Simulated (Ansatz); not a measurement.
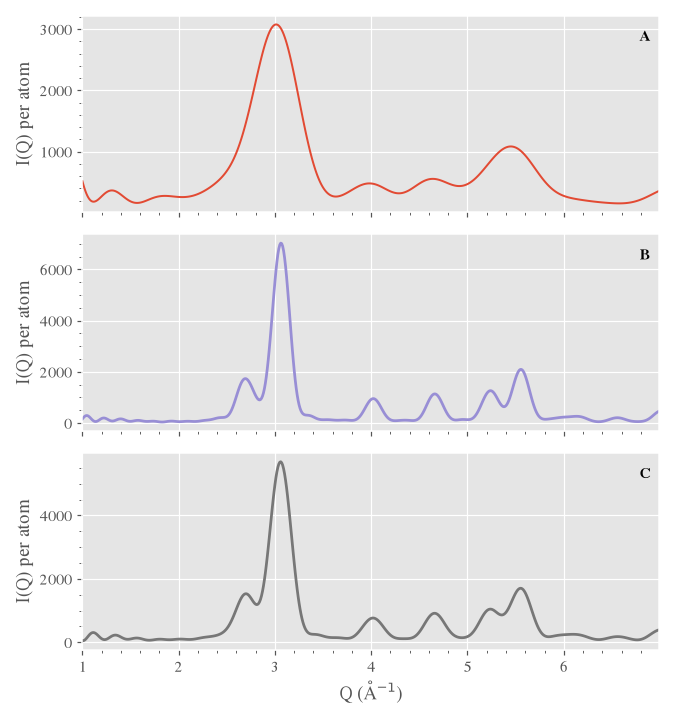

X-ray scattering of spheres cut from the crystal structure of Ru (P6_3/mmc, a = 2.695 Å, b = 2.695 Å, c = 4.200 Å, α = 90.00°, β = 90.00°, γ = 120.00°), calculated atom by atom with the Debye equation (B = 0.5 Å², no relaxation of the surface). Structure used: the geometry relaxed at fixed volume with DFT HSE06, scalar-relativistic, plane waves, PAW in Ansatz.

**The spheres are 14, 28 and 36 Å across. Which curve is which?**

curve A: 14 Å (105 atoms); curve B: 36 Å (1821 atoms); curve C: 28 Å (865 atoms). Peak widths go roughly as 2π/D, so the largest sphere has the sharpest peaks.

**Index the main peaks of the largest sphere.**

Q ≈ 2.69 Å⁻¹: 100; Q ≈ 3.06 Å⁻¹: 101; Q ≈ 4.02 Å⁻¹: 102; Q ≈ 4.66 Å⁻¹: 110; Q ≈ 5.24 Å⁻¹: 103; Q ≈ 5.55 Å⁻¹: 112 + 201.
